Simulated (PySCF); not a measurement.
**C3H14FNSi3 (SMILES NCC[Si]([SiH3])([SiH3])CF): density, localisation and related maps**

Input

```
{"job": {"kind": "nmr", "xc": "PBE0", "basis": "pcSseg-1"}, "charge": 0, "multiplicity": 1}
N      2.223092    -0.337947     0.755112
C      1.965067     0.823264    -0.085756
C      0.885666     0.465363    -1.096399
Si    -0.694727    -0.094764    -0.151212
Si    -1.888443     1.823772     0.451442
Si    -0.094893    -1.655162     1.470994
C     -1.743388    -1.006706    -1.506116
F     -2.149617    -0.112688    -2.482627
H      2.677263    -1.063864     0.211373
H      2.830689    -0.105735     1.532363
H      1.607501     1.629617     0.561520
H      2.874225     1.182753    -0.596479
H      0.690677     1.326490    -1.736119
H      1.259893    -0.329551    -1.745174
H     -2.171870     1.806270     1.892865
H     -3.178234     1.988400    -0.221310
H     -1.132515     3.060600     0.207189
H      0.360970    -1.033164     2.712337
H     -1.318070    -2.394030     1.856210
H      0.839832    -2.716954     1.089224
H     -1.196309    -1.796462    -2.027351
H     -2.657218    -1.440116    -1.092938
```

Command:

```sh
OMP_NUM_THREADS=1 python probes_run.py task.json out
```

Geometry: GFN2-xTB.

Theory: PBE0/pcSseg-1, SCF density, gas phase, non-relativistic in PySCF.

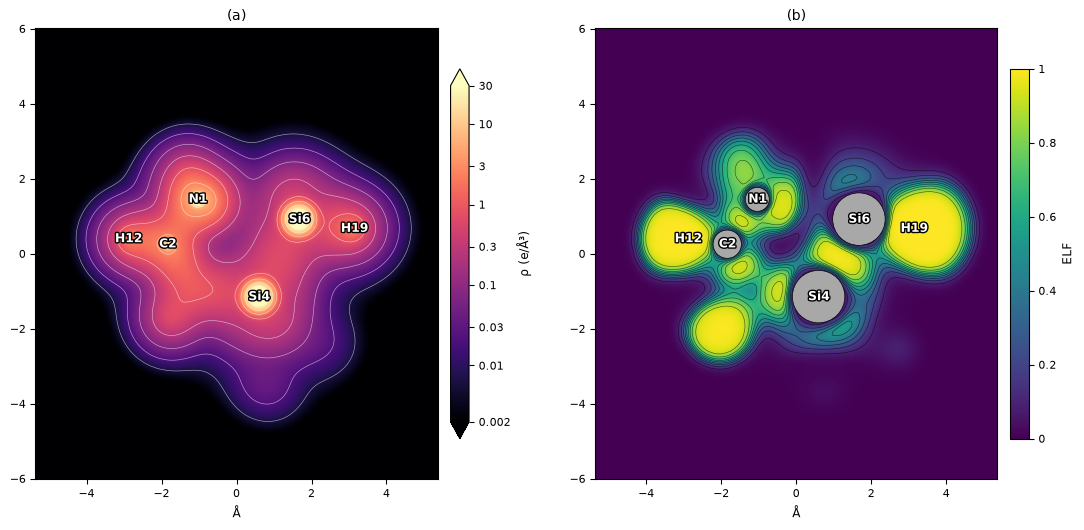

Figure 1. (a) electron density; (b) electron localisation function on the plane of atoms Si4, Si6 and H19. Grey discs cover the atomic cores in the ELF map.

What does the map show?

- The plane passes through N, C, Si and H nuclei.
- C–N (1.46 Å): ρ at the midpoint is about 1.9 e/Å³; the ELF peaks at about 0.95 between the atoms; a shared electron pair.
- Si–Si (2.33 Å): ρ is about 0.65 e/Å³ halfway; the ELF peaks at about 1 between the atoms: localised, covalent bonding.
- C–H (1.10 Å): ρ is about 2 e/Å³ halfway; the ELF climbs to about 1 towards the hydrogen, as it does in any bond to H: a covalent bond by its length.

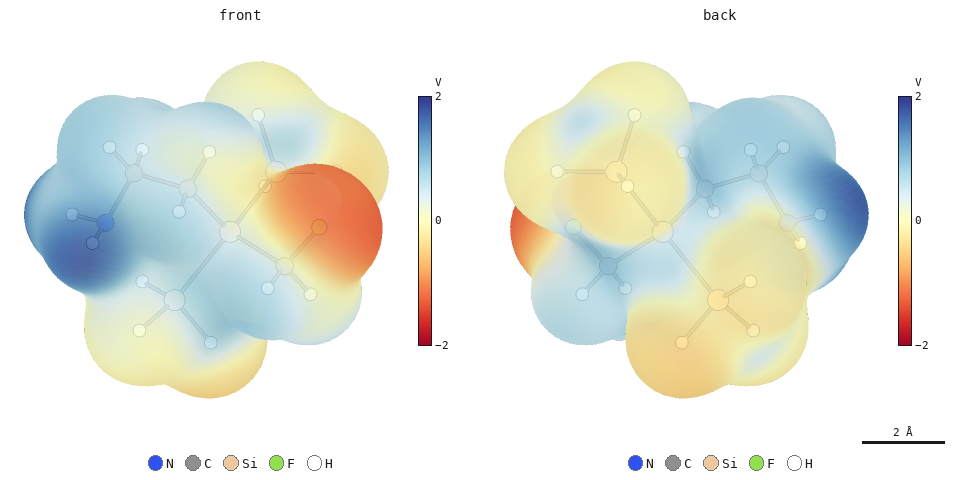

Figure 2. The molecular electrostatic potential painted on the density surface at 0.002 e/bohr³, seen from the front and from behind; red is negative and blue positive.

Where is the surface potential most negative and most positive?

The most negative region (about −1.2 V) lies over F8, the most positive (about +1.7 V) over H9 and H10.

How polar is the molecule by this calculation?

Its dipole moment is 3.49 D.
